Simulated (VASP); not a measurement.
Shape and ions are relaxed at each volume.

Energy against volume of MgF2 (rutile). The numbers are results of r2SCAN+rVV10, VASP's PBE PAW potentials (set 64) (plane waves; VASP 6.6.1), not measurements.

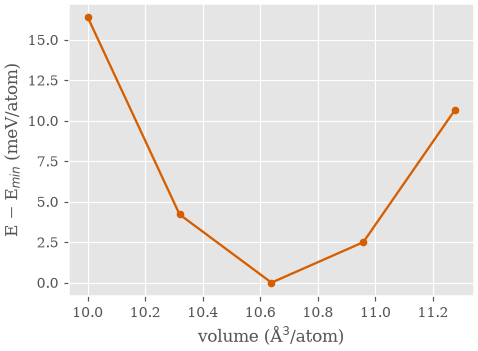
Energy against volume

**Question.** Estimate the equilibrium volume and the bulk modulus.

**Answer.** The minimum lies near 10.7 Å³/atom, and the curvature gives B0 of about 110 GPa.

The compound is MgF2 in the rutile structure. It was relaxed first.
